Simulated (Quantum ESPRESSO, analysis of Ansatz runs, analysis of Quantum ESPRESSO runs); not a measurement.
# Ga-H pair in Si: local vibrational mode against experiment (Quantum ESPRESSO)

Subject: Ga-H pair in Si. Wanted: its local vibrational mode, in one set-up (LDA, GBRV 1.5 LDA, 64-site cell, LDA lattice, k: the zone centre alone). The model is a cell of 64 host atoms with Ga put on another atom's site and H put in between. The frequencies come from force constants among the defect atom and its neighbours, with the masses of the isotopes named. A local or semilocal functional is the cheapest first rung.

**The experiment.** Si-H stretch, 1H: 2171 cm⁻¹, by IR absorption (quoted in “Local vibrational modes of impurities in silicon”, 2008, M.D. McCluskey, quoting earlier work (1987)). The runs below try to reproduce this.

Program: Quantum ESPRESSO 7.5. Level of theory: Quantum ESPRESSO plane-wave DFT, LDA, GBRV 1.5 LDA potentials; relaxation of all atoms of a defect supercell. Results are calculated unless marked as measured.

## (1) The structure

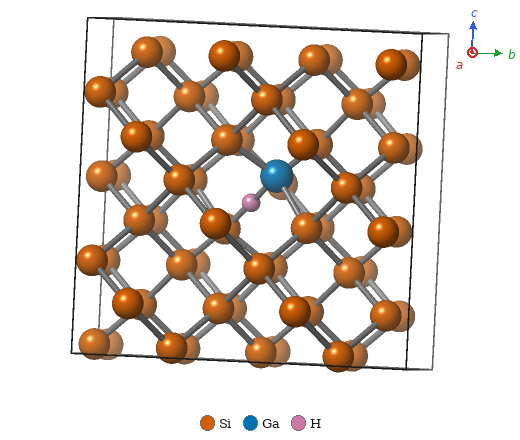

The starting structure, seen slightly off an axis (silicon orange, gallium blue, hydrogen pink). Bonds to atoms that aren't drawn are left out.

The cell holds 65 atoms: 63 Si, 1 Ga and 1 H. Cell: a = 10.801 Å, b = 10.801 Å, c = 10.801 Å, α = 90.0°, β = 90.0°, γ = 90.0°. It derives from Si (space group Fd-3m). Nearest the centre at fractional (0.346, 0.346, 0.346): H65 at 0.53 Å, Ga8 at 1.00 Å, Si4 at 2.05 Å, Si42 at 2.57 Å, Si27 at 2.58 Å, Si49 at 2.59 Å, Si6 at 3.37 Å, Si5 at 3.39 Å.

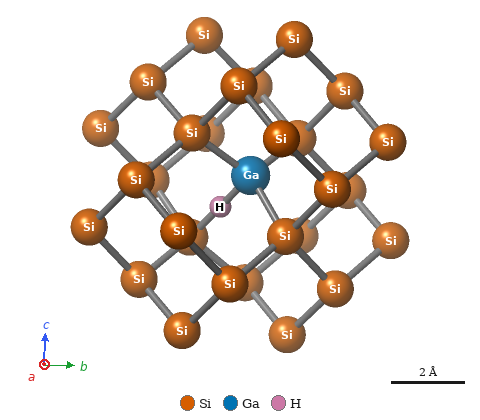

The atoms within 5 Å of the centre.

The host's primitive cell comes from a first run (Quantum ESPRESSO plane-wave DFT, LDA, GBRV 1.5 LDA potentials; relaxation of cell and atoms of a defect-free cell): vectors of 3.819, 3.819 and 3.819 Å. That is 19.69 Å³ an atom, 1.7 % under the diffraction cell's volume. The supercell is built on it.

## (2) Relaxation, charge 0

Every later number rests on the structure around the defect, so the atoms are relaxed at the host's lattice first.

pw.in

```
&CONTROL
  calculation = 'relax'
  prefix = 'pwscf'
  outdir = './tmp'
  pseudo_dir = './pseudo'
  tprnfor = .true.
  disk_io = 'low'
  nstep = 70
  forc_conv_thr = 0.00039
  etot_conv_thr = 0.0001
/
&SYSTEM
  ibrav = 0
  nat = 65
  ntyp = 3
  ecutwfc = 45
  ecutrho = 360
  nbnd = 140
  occupations = 'smearing'
  smearing = 'fd'
  degauss = 0.00073499
  nosym = .true.
/
&ELECTRONS
  conv_thr = 6d-08
  electron_maxstep = 100
  mixing_beta = 0.5
/
&IONS
  ion_dynamics = 'bfgs'
/
ATOMIC_SPECIES
Si    28.0850 si_lda_v1.uspp.F.UPF
Ga    69.7230 ga_lda_v1.4.uspp.F.UPF
H      1.0080 h_lda_v1.4.uspp.F.UPF
CELL_PARAMETERS angstrom
  10.8007798933    0.0000000000    0.0000000000
   0.0000000000   10.8007798933    0.0000000000
   0.0000000000    0.0000000000   10.8007798933
ATOMIC_POSITIONS crystal
Si    -0.0002230634    0.0018360337    0.2500899061
Si     0.0010011457    0.2493454189   -0.0014135385
Si     0.2498272797    0.0001560217   -0.0018370316
Si     0.2353681064    0.2376757272    0.2357805021
Si     0.1257640180    0.1233639139    0.3754103154
Si     0.1258361418    0.3748669760    0.1266468247
Si     0.3752380040    0.1249524668    0.1231642563
Ga     0.3992769529    0.3977081033    0.4003060652
Si    -0.0000787104    0.0005389562    0.7517697997
Si    -0.0004180605    0.2481961034    0.5000065290
Si     0.2514025108   -0.0011169679    0.5004628243
Si     0.2510927721    0.2512988405    0.7492599172
Si     0.1252862277    0.1258011186    0.8733552682
Si     0.1255346878    0.3741698908    0.6265664890
Si     0.3739032604    0.1236223084    0.6244272975
Si     0.3744303011    0.3736265475    0.8738964007
Si     0.0002354544    0.4991822801    0.2516446141
Si    -0.0006087766    0.7517361077   -0.0002101931
Si     0.2510847029    0.4987193805    0.0007824918
Si     0.2498503442    0.7502740134    0.2518252068
Si     0.1240778085    0.6251112273    0.3733981101
Si     0.1233306792    0.8746999825    0.1242568866
Si     0.3750616821    0.6250407801    0.1231497588
Si     0.3737371650    0.8736573437    0.3748228505
Si     0.0006158966    0.4989134399    0.7513670840
Si    -0.0004221616    0.7496111092    0.4982394877
Si     0.2506997268    0.5015371378    0.4992407571
Si     0.2505498807    0.7504364043    0.7482865116
Si     0.1247094717    0.6264268587    0.8761439089
Si     0.1257368529    0.8746749664    0.6233325885
Si     0.3766598835    0.6251401942    0.6258086980
Si     0.3764442940    0.8761549820    0.8750942942
Si     0.4988155046    0.0014084554    0.2497948561
Si     0.5014602959    0.2507203633   -0.0008817441
Si     0.7496985349   -0.0008856637    0.0015979921
Si     0.7500128615    0.2492258695    0.2516820870
Si     0.6265457995    0.1251046896    0.3760141026
Si     0.6250854918    0.3760496098    0.1234768879
Si     0.8766823248    0.1244024491    0.1245084959
Si     0.8741252818    0.3733679376    0.3750100160
Si     0.5016813628    0.0006632690    0.7504024344
Si     0.5001193143    0.2515777868    0.5009618799
Si     0.7495738268    0.0008213171    0.4983960440
Si     0.7497513974    0.2513163695    0.7512783693
Si     0.6242694409    0.1266877418    0.8752160351
Si     0.6257214444    0.3747639355    0.6266889795
Si     0.8731488222    0.1250338063    0.6250292892
Si     0.8744783384    0.3754497378    0.8767188558
Si     0.5007104008    0.5016654534    0.2503878864
Si     0.5007646472    0.7504538286    0.0016242581
Si     0.7504122152    0.4988181588    0.0013646208
Si     0.7515295498    0.7504256290    0.2509529834
Si     0.6236868553    0.6248323726    0.3762947633
Si     0.6248526588    0.8766332333    0.1241399420
Si     0.8762181278    0.6247733412    0.1263760997
Si     0.8747303942    0.8749933216    0.3768319738
Si     0.4983862441    0.4998254891    0.7508911778
Si     0.4998020929    0.7502981798    0.5018168053
Si     0.7499242450    0.4989809385    0.4984557737
Si     0.7483706459    0.7500682375    0.7491228404
Si     0.6265054443    0.6247743326    0.8739456890
Si     0.6247694188    0.8764075218    0.6261809211
Si     0.8746373679    0.6238626637    0.6264155649
Si     0.8755299876    0.8763293499    0.8738249247
H      0.3164430155    0.3181905376    0.3170514876
K_POINTS gamma
```

Run with:

```sh
> OMP_NUM_THREADS=1 mpirun -n 4 pw.x -in pw.in > pw.out
```

Output:

```text
This program is part of the open-source Quantum ESPRESSO suite
     for quantum simulation of materials; please cite
         "P. Giannozzi et al., J. Phys.:Condens. Matter 21 395502 (2009);
         "P. Giannozzi et al., J. Phys.:Condens. Matter 29 465901 (2017);
         "P. Giannozzi et al., J. Chem. Phys. 152 154105 (2020);
          URL
     in publications or presentations arising from this work. More details at

     gamma-point specific algorithms are used

     Subspace diagonalization in iterative solution of the eigenvalue problem:
     a serial algorithm will be used

     --------------------
     sticks:   dense  smooth     PW     G-vecs:    dense   smooth      PW
     Min        2983    1492    369               245208    86739   10843
     Max        2986    1494    372               245214    86746   10852
     Sum       11937    5973   1481               980843   346971   43387

     Using Slab Decomposition

     bravais-lattice index     =            0
     lattice parameter (alat)  =      20.4105  a.u.
     unit-cell volume          =    8502.7997 (a.u.)^3
     number of atoms/cell      =           65
     number of atomic types    =            3
     number of electrons       =       272.00
     number of Kohn-Sham states=          140
     kinetic-energy cutoff     =      45.0000  Ry
     charge density cutoff     =     360.0000  Ry
     scf convergence threshold =      6.0E-08
     mixing beta               =       0.5000
     number of iterations used =            8  plain     mixing
     energy convergence thresh.=      1.0E-04
     force convergence thresh. =      3.9E-04
     Exchange-correlation=  SLA  PZ   NOGX NOGC
                           (   1   1   0   0   0   0   0)
     nstep                     =           70

     celldm(1)=  20.410516  celldm(2)=   0.000000  celldm(3)=   0.000000
     celldm(4)=   0.000000  celldm(5)=   0.000000  celldm(6)=   0.000000

     crystal axes: (cart. coord. in units of alat)
               a(1) = (   1.000000   0.000000   0.000000 )
               a(2) = (   0.000000   1.000000   0.000000 )
               a(3) = (   0.000000   0.000000   1.000000 )

     reciprocal axes: (cart. coord. in units 2 pi/alat)
               b(1) = (  1.000000  0.000000  0.000000 )
               b(2) = (  0.000000  1.000000  0.000000 )
               b(3) = (  0.000000  0.000000  1.000000 )

     PseudoPot. # 1 for Si read from file:
     si_lda_v1.uspp.F.UPF
     Pseudo is Ultrasoft + core correction, Zval =  4.0
     Generated by new atomic code, or converted to UPF format
     Using radial grid of  899 points,  6 beta functions with:
                l(1) =   0
                l(2) =   0
                l(3) =   1
                l(4) =   1
                l(5) =   2
                l(6) =   2
     Q(r) pseudized with  8 coefficients,  rinner =    0.900   0.900   0.900
                                                       0.900   0.900

     PseudoPot. # 2 for Ga read from file:
     ga_lda_v1.4.uspp.F.UPF
     Pseudo is Ultrasoft + core correction, Zval = 19.0
     Generated by new atomic code, or converted to UPF format
     Using radial grid of  871 points,  6 beta functions with:
                l(1) =   0
                l(2) =   0
                l(3) =   1
                l(4) =   1
                l(5) =   2
                l(6) =   2
     Q(r) pseudized with  8 coefficients,  rinner =    1.250   1.250   1.250
                                                       1.250   1.250

     PseudoPot. # 3 for H  read from file:
     h_lda_v1.4.uspp.F.UPF
     Pseudo is Ultrasoft, Zval =  1.0
     Generated by new atomic code, or converted to UPF format
     Using radial grid of  615 points,  2 beta functions with:
                l(1) =   0
                l(2) =   0
     Q(r) pseudized with  8 coefficients,  rinner =    0.700

     atomic species   valence    mass     pseudopotential
     Si                4.00    28.08500     Si( 1.00)
     Ga               19.00    69.72300     Ga( 1.00)
     H                 1.00     1.00800     H ( 1.00)

     No symmetry found

   Cartesian axes

     site n.     atom                  positions (alat units)
         1        Si     tau(   1) = (  -0.0002231   0.0018360   0.2500899  )
         2        Si     tau(   2) = (   0.0010011   0.2493454  -0.0014135  )
         3        Si     tau(   3) = (   0.2498273   0.0001560  -0.0018370  )
         4        Si     tau(   4) = (   0.2353681   0.2376757   0.2357805  )
         5        Si     tau(   5) = (   0.1257640   0.1233639   0.3754103  )
         6        Si     tau(   6) = (   0.1258361   0.3748670   0.1266468  )
         7        Si     tau(   7) = (   0.3752380   0.1249525   0.1231643  )
         8        Ga     tau(   8) = (   0.3992770   0.3977081   0.4003061  )
         9        Si     tau(   9) = (  -0.0000787   0.0005390   0.7517698  )
        10        Si     tau(  10) = (  -0.0004181   0.2481961   0.5000065  )
        11        Si     tau(  11) = (   0.2514025  -0.0011170   0.5004628  )
        12        Si     tau(  12) = (   0.2510928   0.2512988   0.7492599  )
        13        Si     tau(  13) = (   0.1252862   0.1258011   0.8733553  )
        14        Si     tau(  14) = (   0.1255347   0.3741699   0.6265665  )
        15        Si     tau(  15) = (   0.3739033   0.1236223   0.6244273  )
        16        Si     tau(  16) = (   0.3744303   0.3736265   0.8738964  )
        17        Si     tau(  17) = (   0.0002355   0.4991823   0.2516446  )
[...]
57        Si     tau(  57) = (   0.4983862   0.4998255   0.7508912  )
        58        Si     tau(  58) = (   0.4998021   0.7502982   0.5018168  )
        59        Si     tau(  59) = (   0.7499242   0.4989809   0.4984558  )
        60        Si     tau(  60) = (   0.7483706   0.7500682   0.7491228  )
        61        Si     tau(  61) = (   0.6265054   0.6247743   0.8739457  )
        62        Si     tau(  62) = (   0.6247694   0.8764075   0.6261809  )
        63        Si     tau(  63) = (   0.8746374   0.6238627   0.6264156  )
        64        Si     tau(  64) = (   0.8755300   0.8763293   0.8738249  )
        65        H      tau(  65) = (   0.3164430   0.3181905   0.3170515  )

     number of k points=     1  Fermi-Dirac smearing, width (Ry)=  0.0007
                       cart. coord. in units 2pi/alat
        k(    1) = (   0.0000000   0.0000000   0.0000000), wk =   2.0000000

     Dense  grid:   490422 G-vectors     FFT dimensions: ( 125, 125, 125)

     Smooth grid:   173486 G-vectors     FFT dimensions: (  90,  90,  90)

[...]
Forces acting on atoms (cartesian axes, Ry/au):

     atom    1 type  1   force =     0.00009962    0.00001772   -0.00021256
     atom    2 type  1   force =    -0.00007753   -0.00014586    0.00001726
     atom    3 type  1   force =    -0.00016943   -0.00011339    0.00004276
     atom    4 type  1   force =     0.00008726    0.00019040    0.00008445
     atom    5 type  1   force =    -0.00009292   -0.00009492   -0.00007016
     atom    6 type  1   force =    -0.00005306   -0.00015252   -0.00005080
     atom    7 type  1   force =     0.00002281   -0.00017098   -0.00008647
     atom    8 type  2   force =    -0.00009685   -0.00008852   -0.00006336
     atom    9 type  1   force =    -0.00001082   -0.00002956    0.00002388
     atom   10 type  1   force =    -0.00002486   -0.00012464    0.00000194
     atom   11 type  1   force =    -0.00003197    0.00001389    0.00010998
     atom   12 type  1   force =     0.00006728   -0.00001512    0.00008670
     atom   13 type  1   force =    -0.00024892   -0.00015374    0.00009318
     atom   14 type  1   force =    -0.00006648   -0.00001844    0.00014315
     atom   15 type  1   force =    -0.00011892   -0.00009871    0.00016411
     atom   16 type  1   force =     0.00000867    0.00011718   -0.00009656
[...]
Total force =     0.001548     Total SCF correction =     0.000044
     Energy error            =      4.7E-06 Ry
     Gradient error          =      5.2E-04 Ry/Bohr

     number of scf cycles    =  19
     number of bfgs steps    =  18

     energy             old  =   -1022.2273307019 Ry
     energy             new  =   -1022.2273354108 Ry

     CASE: energy            _new < energy            _old

     new trust radius        =       0.0016566628 bohr
     new conv_thr            =       0.0000000006 Ry

ATOMIC_POSITIONS (crystal)
Si              -0.0019706255       -0.0019698745        0.2493216636
Si              -0.0021694455        0.2489761484       -0.0021445832
Si               0.2491640302       -0.0019454287       -0.0019255248
Si               0.2319181836        0.2321694966        0.2320221689
Si               0.1204479213        0.1204548225        0.3767424261
Si               0.1200552994        0.3765198373        0.1201887290
Si               0.3765811509        0.1204191424        0.1205179543
Ga               0.4034518490        0.4031727789        0.4036428308
Si              -0.0000425300       -0.0000377964        0.7493421907
Si              -0.0005609322        0.2506928535        0.5002541037
Si               0.2506771268       -0.0005736424        0.5002226049
Si               0.2503852682        0.2504460163        0.7497856225
Si               0.1250587975        0.1249650355        0.8739536217
Si               0.1240302147        0.3753407597        0.6260468291
Si               0.3752331326        0.1239884976        0.6261427441
Si               0.3753752245        0.3752493666        0.8745751203
[...]
NEW-OLD atomic charge density approx. for the potential

     Self-consistent Calculation

     iteration #  1     ecut=    45.00 Ry     beta= 0.50
     Davidson diagonalization with overlap
     ethr =  1.00E-06,  avg # of iterations =  2.0

     Threshold (ethr) on eigenvalues was too large:
     Diagonalizing with lowered threshold

     Davidson diagonalization with overlap
     ethr =  3.57E-10,  avg # of iterations = 12.0

     total energy              =   -1022.22733943 Ry
     estimated scf accuracy    <       0.00000142 Ry

     iteration #  2     ecut=    45.00 Ry     beta= 0.50
     Davidson diagonalization with overlap
     ethr =  5.23E-10,  avg # of iterations =  2.0

     total energy              =   -1022.22733960 Ry
     estimated scf accuracy    <       0.00000051 Ry

     iteration #  3     ecut=    45.00 Ry     beta= 0.50
     Davidson diagonalization with overlap
     ethr =  1.88E-10,  avg # of iterations =  2.0

     total energy              =   -1022.22733967 Ry
     estimated scf accuracy    <       0.00000021 Ry

     iteration #  4     ecut=    45.00 Ry     beta= 0.50
     Davidson diagonalization with overlap
     ethr =  7.56E-11,  avg # of iterations =  2.0

     total energy              =   -1022.22733970 Ry
     estimated scf accuracy    <       0.00000005 Ry

     iteration #  5     ecut=    45.00 Ry     beta= 0.50
     Davidson diagonalization with overlap
     ethr =  1.69E-11,  avg # of iterations =  2.0

     total energy              =   -1022.22733971 Ry
     estimated scf accuracy    <          3.1E-09 Ry

     iteration #  6     ecut=    45.00 Ry     beta= 0.50
     Davidson diagonalization with overlap
     ethr =  1.15E-12,  avg # of iterations =  5.0

     End of self-consistent calculation

          k = 0.0000 0.0000 0.0000 ( 21694 PWs)   bands (ev):

[...]
2.2964   2.3427   2.3427   2.3613   2.3617   2.3692   2.3826   2.3828
     2.4009   2.4012   2.4088   2.4155   2.4327   2.4366   2.4367   2.6537
     2.6544   2.6888   2.7470   2.7471   2.8283   2.8286   2.8489   3.3029
     3.3715   3.3715   3.3882   3.4444   3.4445   4.2383   4.2904   4.2904
     4.3419   4.3444   4.3459   4.3470   4.3473   4.3652   4.3654   4.4674
     4.4677   4.8215   4.8745   4.8749   4.9005   4.9222   4.9274   4.9276
     4.9397   4.9616   4.9617   4.9880   4.9884   5.0287   5.0410   5.0412
     5.0768   5.0770   5.0905   5.4124   5.4129   6.2574   6.3349   6.3357
     6.7325   6.7524   6.8623   6.8625

     the Fermi energy is     6.5367 ev

!    total energy              =   -1022.22733971 Ry
     estimated scf accuracy    <          3.6E-10 Ry
     smearing contrib. (-TS)   =      -0.00000000 Ry
     internal energy E=F+TS    =   -1022.22733971 Ry

     The total energy is F=E-TS. E is the sum of the following terms:
     one-electron contribution =    -372.95017264 Ry
     hartree contribution      =     309.04458334 Ry
     xc contribution           =    -321.26186511 Ry
     ewald contribution        =    -637.05988529 Ry

     convergence has been achieved in   6 iterations

     Forces acting on atoms (cartesian axes, Ry/au):

[...]
atom   58 type  1   force =     0.00009483   -0.00009211    0.00005416
     atom   59 type  1   force =    -0.00009528    0.00009143    0.00003130
     atom   60 type  1   force =     0.00001295   -0.00000245    0.00009095
     atom   61 type  1   force =     0.00021854    0.00014440   -0.00011535
     atom   62 type  1   force =     0.00008655   -0.00013223    0.00025909
     atom   63 type  1   force =    -0.00008919    0.00015614    0.00020770
     atom   64 type  1   force =     0.00005985    0.00012486   -0.00008782
     atom   65 type  3   force =     0.00005831    0.00038155   -0.00000794

     Total force =     0.001294     Total SCF correction =     0.000038
     Energy error            =      4.3E-06 Ry
     Gradient error          =      3.8E-04 Ry/Bohr

     bfgs converged in  20 scf cycles and  19 bfgs steps
     (criteria: energy <  1.0E-04 Ry, force <  3.9E-04 Ry/Bohr)

     End of BFGS Geometry Optimization

     Final energy             =   -1022.2273397059 Ry

     File ./tmp/pwscf.bfgs deleted, as requested
Begin final coordinates

ATOMIC_POSITIONS (crystal)
[...]
Si               0.5002381578        0.7494788122        0.5003309754
Si               0.7495288908        0.5001986645        0.5003001726
Si               0.7503215426        0.7503933241        0.7502205992
Si               0.6249894353        0.6249630907        0.8747211375
Si               0.6249121920        0.8749587447        0.6249677872
Si               0.8748839914        0.6249038285        0.6250320786
Si               0.8753724196        0.8752606498        0.8754458735
H                0.3117279768        0.3135354562        0.3114450751
End final coordinates

=------------------------------------------------------------------------------=
   JOB DONE.
=------------------------------------------------------------------------------=
```

Elapsed: 18 min, on 4 MPI ranks of Arm Neoverse V1, shared host; peak memory 3.5 GiB.

[end of part 1 of 2]

[Logs are printed without paths, hosts, clocks, repeated set-up lines and the standing remarks that a program may print on its own settings, such as how far it seeks lower states.]

[Hosts, paths, dates, database ids (printed as entryN), source tags and the programs' standing remarks are cut or masked in the printed files.]

[For some hosts the program warned that the k-mesh of the response run may be too coarse for force constants and the static dielectric constant; such warnings are not shown here.]
